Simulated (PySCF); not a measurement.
```xyz
26

C    -1.9074    1.6877   -0.1286
N    -1.1560    0.5116   -0.5230
C    -1.9717   -0.7009   -0.5945
C    -1.8396   -1.3930    0.7792
C    -0.6972   -0.6052    1.4550
N    -0.1224    0.2508    0.4163
C     1.0240   -0.3421   -0.2416
C     2.3299   -0.2401    0.5676
C     3.0167    0.4009   -0.6472
C     1.6487    0.5449   -1.3298
H    -1.1995    2.4949    0.0457
H    -2.5086    1.5444    0.7786
H    -2.5672    1.9657   -0.9497
H    -1.5671   -1.3344   -1.3891
H    -3.0012   -0.4513   -0.8467
H    -1.5880   -2.4466    0.6682
H    -2.7620   -1.3207    1.3535
H     0.0721   -1.2494    1.8781
H    -1.0855    0.0364    2.2513
H     0.8282   -1.3654   -0.5945
H     2.2238    0.4450    1.4054
H     2.7533   -1.1793    0.9185
H     3.6804   -0.2861   -1.1685
H     3.5510    1.3285   -0.4545
H     1.5735    0.1715   -2.3479
H     1.2508    1.5547   -1.2884
```

Geometry: GFN2-xTB.

All numbers below come from PBE0/pcSseg-1, SCF density, gas phase, non-relativistic (PySCF 2.14.0).

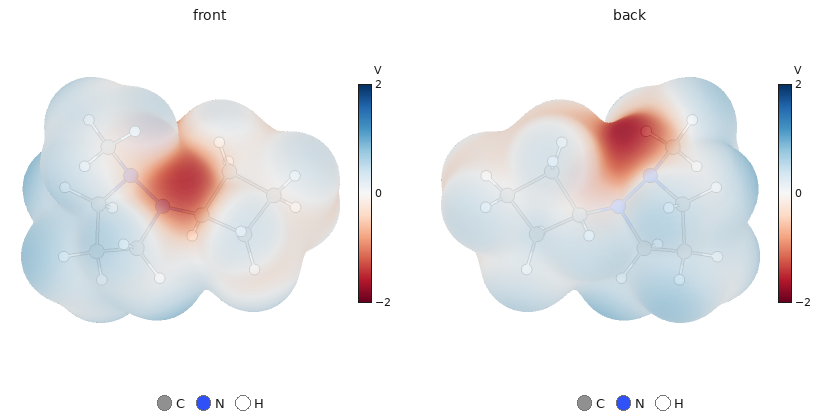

C₈H₁₆N₂ (SMILES CN1CCCN1C1CCC1). The electrostatic potential painted on the density surface at 0.002 e/bohr³, seen from the front and from behind; the colour scale runs from red (negative) to blue (positive).

Which sites attract a positive test charge, and which a negative one?

Answer. A positive charge is drawn to the negative regions and a negative charge to the positive ones. The most negative region (about −1.6 V) lies over N2, the most positive (about +0.7 V) over H15, H17 and H18. N2 is the likeliest acceptor of a hydrogen bond.
